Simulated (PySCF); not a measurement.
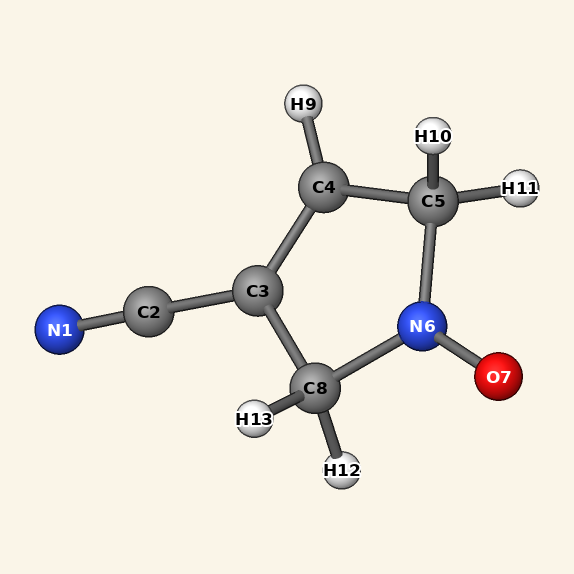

The questions are on Mulliken spin populations. Charge 0, doublet. Computed geometry: GFN2-xTB optimisation. No frequency run is at hand to confirm it as a minimum. Level of theory: UKS B3LYP, pcH-1 on C H N O, non-relativistic (PySCF 2.14.0).

Which atom carries the largest spin population?

O7 (0.53 e).

Which atom has the lowest spin population?

C5, C8 (−0.04 e); a negative value comes from spin polarisation.

Give the Mulliken spin populations atom by atom.

```json
{"atom": "N1", "value (e)": "0.00"}
{"atom": "C2", "value (e)": "0.00"}
{"atom": "C3", "value (e)": "0.00"}
{"atom": "C4", "value (e)": "0.00"}
{"atom": "C5", "value (e)": "−0.04"}
{"atom": "N6", "value (e)": "0.41"}
{"atom": "O7", "value (e)": "0.53"}
{"atom": "C8", "value (e)": "−0.04"}
{"atom": "H9", "value (e)": "0.00"}
{"atom": "H10", "value (e)": "0.03"}
{"atom": "H11", "value (e)": "0.03"}
{"atom": "H12", "value (e)": "0.03"}
{"atom": "H13", "value (e)": "0.03"}
```

Mulliken values depend strongly on the basis set.
